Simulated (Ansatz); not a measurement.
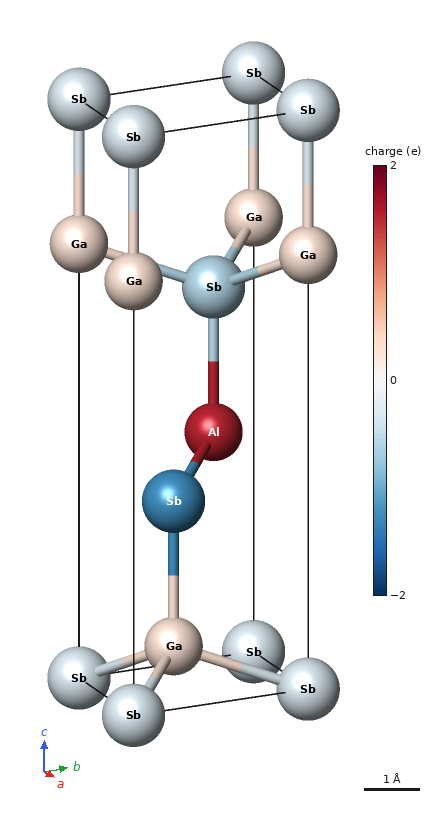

Crystal structure, ball-and-stick style, seen slightly off an axis. One simulation cell is framed, with atoms on its boundary repeated. The atoms of this AlGa₂Sb₃ cell are coloured by their Bader charge.

Computational set-up: Ansatz, DFT LDA, scalar-relativistic, plane waves, PAW, a 420 eV plane-wave basis, a 12×12×4 mesh of k-points, Gaussian smearing of 0.1 eV, no spin polarisation.

### What charges do the elements carry?

Most positive: Al; most negative: Sb. Charges: about Al +1.5 e; Ga +0.3 e; Sb -1.2 to -0.3 e.

Starting structure: a structure type filled with these elements by a generator (whether the compound takes this form wasn't checked). Earlier steps of the study, as a rule a relaxation of our own, may have changed the cell and positions, so they can lie some per cent off the listed ones. It was run through Ansatz as a DFT input.
